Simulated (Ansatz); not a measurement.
## Computed frozen-phonon scan: Mo (bcc, W type)

Relaxed Mo (bcc, W type):

```
CELL_PARAMETERS angstrom
     -3.16077     3.16077     3.16077
      1.58038    -1.58038     1.58038
      1.58038     1.58038    -1.58038
ATOMIC_POSITIONS crystal
  Mo 0.00000 0.00000 0.00000
  Mo 0.50000 0.00000 0.00000
```

A phonon eigenvector at N = (0.5, 0.0, 0.0) is frozen into this cell: atom i moves by Q times the vector below, so Q is the largest atomic displacement, in Å. The cell is held. (q is in reciprocal vectors of the primitive cell; the cell shown is doubled to hold the pattern.)

```csv
atom,x,y,z
Mo1,0.000,-0.707,-0.707
Mo2,0.000,0.707,0.707
```

All values below come from PBE (plane waves to 420 eV, PAW, scalar-relativistic; Ansatz, a program for electronic structure). k mesh 21×21×21 (Γ-centred), Fermi-Dirac smearing 0.05 eV. E stands for the smeared free energy. Left out: 2 of 13 points, with atoms too close for the PAW data. With partly filled bands, energies and forces of such displacements shift with the k mesh and the smearing. Mo is run without spin polarisation. Mo was relaxed with its symmetry unable to fall. The PAW data are Ansatz's earlier set. ΔE is measured from the undisplaced structure.

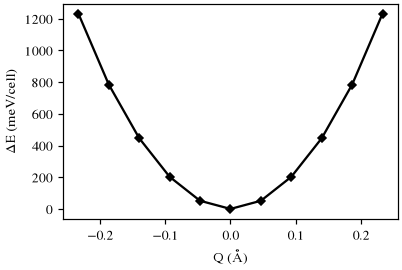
Fig. 1. ΔE (meV/cell) against Q (Å); computed points joined by lines.

The energy at Q = 0.233 Å comes out as 1233 meV/cell. Harmonic wavenumber from the curvature (finite differences): 260 cm⁻¹. Wavenumber by perturbation theory (DFPT, on another k mesh): 258 cm⁻¹. Shape of the curve: a single well with its minimum at or next to zero displacement. Space group of the distorted cell: Cmme (No. 67), lowered from Im-3m.

E″ = 47.66 eV/Å², M = Σ mᵢ|uᵢ|² = 191.9 u, ν̃ = 521.5·√(|E″|/M).

(For displaced atoms, the force is minus the slope of the energy, and its curvature is a force constant, which sets phonon frequencies.)
